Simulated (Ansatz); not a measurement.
## Electronic structure of CH6NSi (doublet) in real space

The calculation's input:

```
crystal:
  periodic: [false, false, false]
  atoms:
    - {symbol: C, position_ang: [-0.471800, 0.588200, -0.841100]}
    - {symbol: N, position_ang: [0.713700, 0.048700, -0.186100]}
    - {symbol: Si, position_ang: [0.651400, -0.971000, 1.174800]}
    - {symbol: H, position_ang: [-1.232800, -0.174000, -0.873500]}
    - {symbol: H, position_ang: [-0.203700, 0.848400, -1.878500]}
    - {symbol: H, position_ang: [-0.863500, 1.499700, -0.366000]}
    - {symbol: H, position_ang: [1.535000, 0.644600, -0.307200]}
    - {symbol: H, position_ang: [-0.114600, -2.156100, 0.818000]}
    - {symbol: H, position_ang: [0.154200, -0.369100, 2.454800]}
basis:
  gaussian: {orbitals: def2-TZVPP}
magnetization: {spin_polarized: true, initial_magnetization: 1}
hamiltonian: {xc: pbe0, dispersion: d4}
output: {forces: true, orbitals: {seedname: orbitals}}
```

Launched as:

```sh
ansatz run in.yaml --threads 8 --pin off --events-out ev --progress --plain --max-ram 10444MiB
```

Geometry: displaced from a GFN2-xTB structure; not at a stationary point (largest force 1.1 eV/Å).

These are results of Ansatz 0.2.0, UKS PBE0-D4/def2-TZVPP, not measurements.

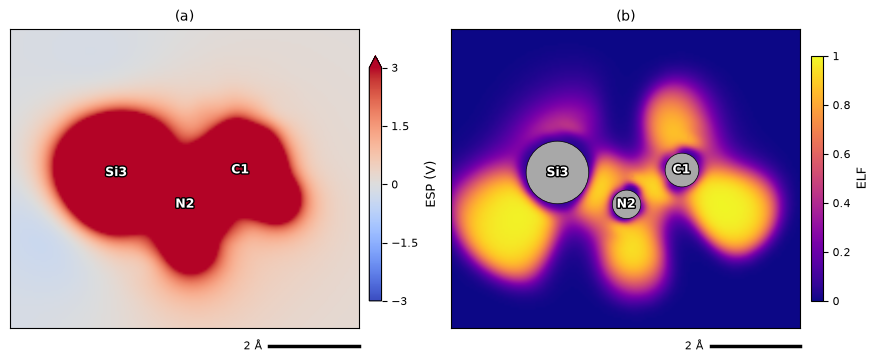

Figure 1. (a) electrostatic potential; (b) ELF on the plane of atoms C1, N2 and Si3. Grey discs cover the atomic cores in the ELF map.

What do the fields say about this system?

- The plane passes through C, N and Si nuclei.
- C–N (1.46 Å): the ELF peaks at about 0.90 between the atoms: a shared electron pair.
- Si–N (1.70 Å): the ELF peaks at about 0.90 between the atoms; a shared but strongly polarised pair.
- The ELF also peaks beside Si3, away from the bonds: non-bonding electrons, paired or unpaired.
- Outside the dense part of the molecule the potential is most negative (−0.4 V) near H9, which lies off the plane.

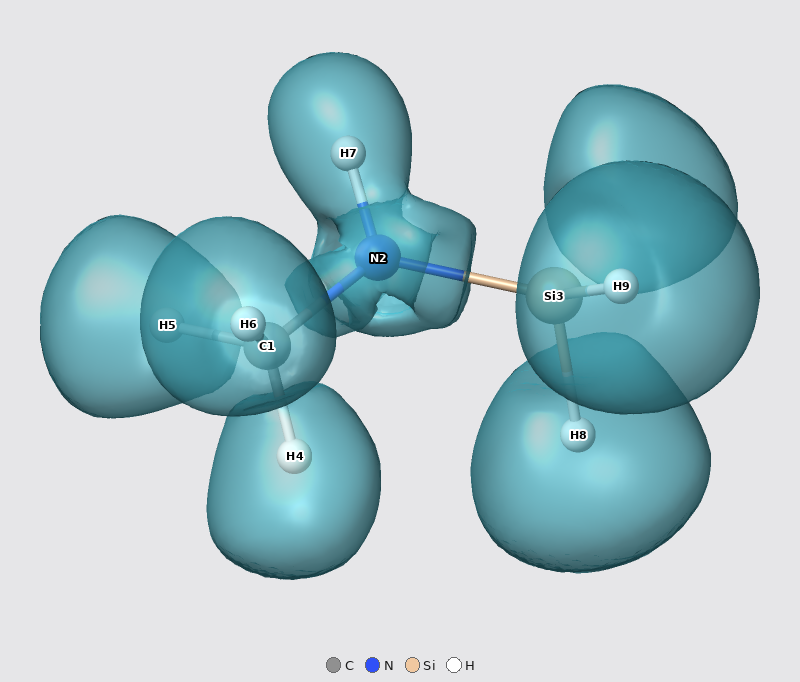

Figure 2. Isosurface of the ELF at 0.75 (cyan), seen across its widest extent. Core shells and regions of very low density are left out.

Where are the electrons localised?

The ELF exceeds this value in five regions around hydrogen nuclei, one lobe on Si, pointing away from the bonds (non-bonding electrons) and one joined region spread over several atoms (H, N), in which their bonds and any lone pairs are merged.

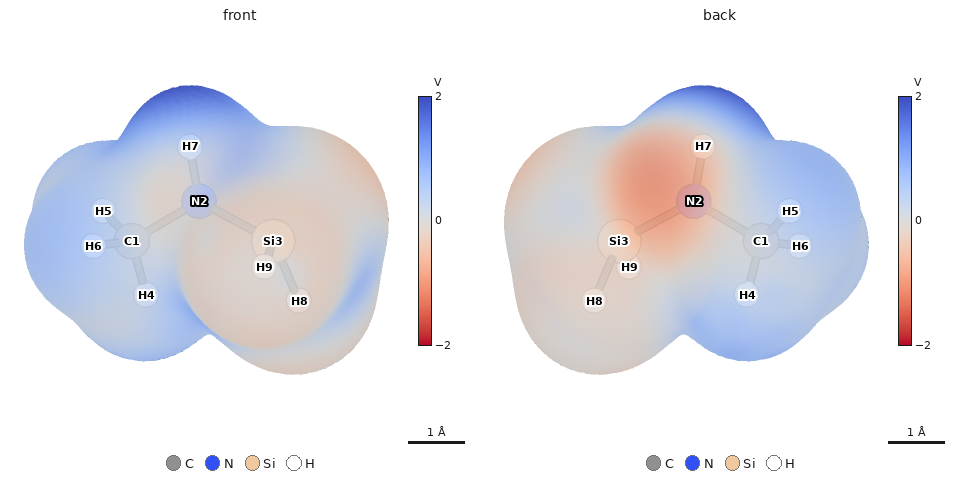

Figure 3. The electrostatic potential painted on the density surface at 0.002 e/bohr³, seen from the front and from behind; red is negative and blue positive.

Describe the electrostatic potential map.

The most negative region (about −1.0 V) lies over N2, the most positive (about +1.8 V) over H7. N2 is the likeliest acceptor of a hydrogen bond.
